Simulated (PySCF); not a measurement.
Species, as SMILES: FSF.
Geometry (B3LYP-D3(BJ)/def2-TZVP, fixed):
```xyz
3

F     -1.2130    -0.5047     0.0161
S     -0.0057     0.5532     0.0075
F      1.2232    -0.4788    -0.0294
```

Basis-set convergence of the lowest singlet excitation energy at PBE with PySCF. Tamm-Dancoff approximation; the state is taken by its order, and sets in which it differs in degeneracy or brightness are left out, yet its character can still change. All functions are spherical. Density fitting with generated auxiliary sets. No added dispersion term, no relativity. Reference: the value in aug-pcseg-3, 3.192 eV, itself unsure by roughly 0.012 eV (its mean distance from aug-cc-pV(Q+d)Z, aug-pcseg-2, aug-cc-pV(T+d)Z). Deviations are taken from unrounded values. Cost is core time over that of 6-31G**, rough, on shared machines of one kind; a dash marks a row that isn't timed (too short, read off another run, short of memory, by another algorithm or on other hardware).

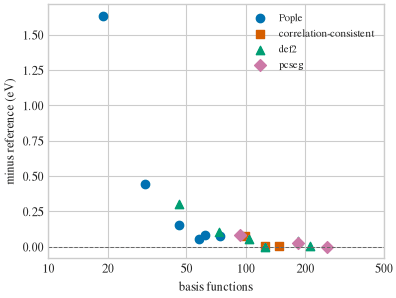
Deviation from the reference against the number of basis functions, by family of sets.

```csv
basis,functions,lowest singlet excitation energy (eV),minus reference (eV),cost
STO-3G,19,4.828,1.636,-
6-31G,31,3.633,0.441,-
6-31G**,46,3.349,0.158,1×
def2-SVP,46,3.496,0.304,0.7×
6-31+G*,58,3.249,0.057,-
6-311G**,62,3.276,0.085,2×
def2-SVPD,73,3.295,0.103,2×
6-311+G**,74,3.268,0.076,1×
pcseg-2,94,3.273,0.082,3×
cc-pV(T+d)Z,99,3.266,0.074,3×
def2-TZVPP,104,3.250,0.059,3×
def2-TZVPD,126,3.191,0.000,3×
jun-cc-pV(T+d)Z,126,3.195,0.003,3×
aug-cc-pV(T+d)Z,147,3.198,0.006,4×
def2-QZVPP,184,3.230,0.038,8×
pcseg-3,184,3.219,0.027,8×
def2-QZVPPD,211,3.196,0.004,8×
aug-pcseg-3,259,3.192,0.000,10×
```
